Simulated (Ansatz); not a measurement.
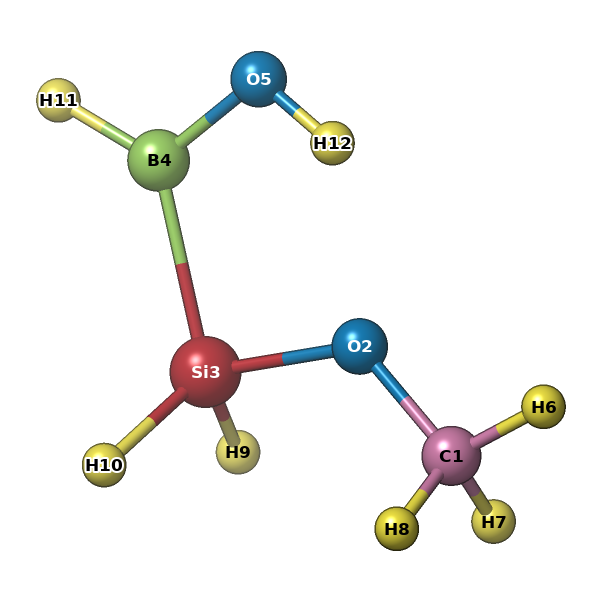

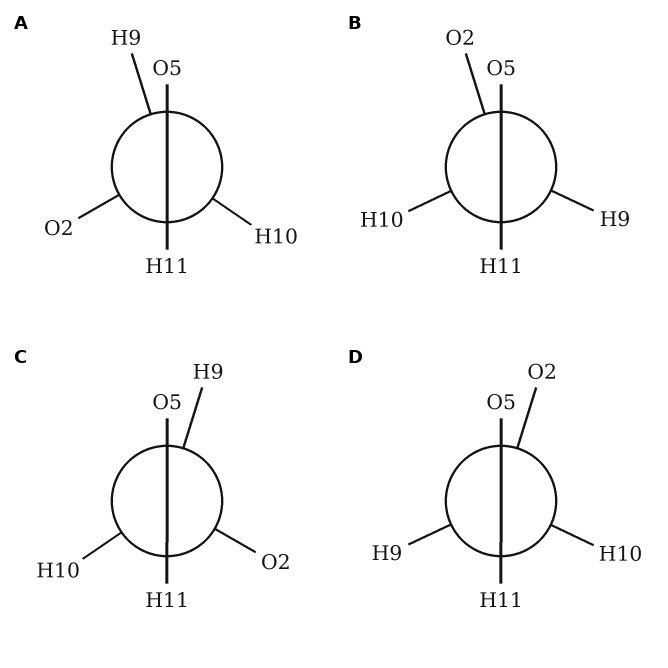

Depth is shown by fading: the farther an atom, the more it takes the colour of the background. Bonds that would overlap in a projection are set slightly apart. The geometry was computed by an optimisation with PBE-D4/def2-SVP. No frequency run is at hand to confirm it as a minimum.

Question: Which Newman projection shows the view along B4–Si3, with B4 in front?

Answer: D. The torsion angle O5–B4–Si3–O2 is 0°, synperiplanar (eclipsed).
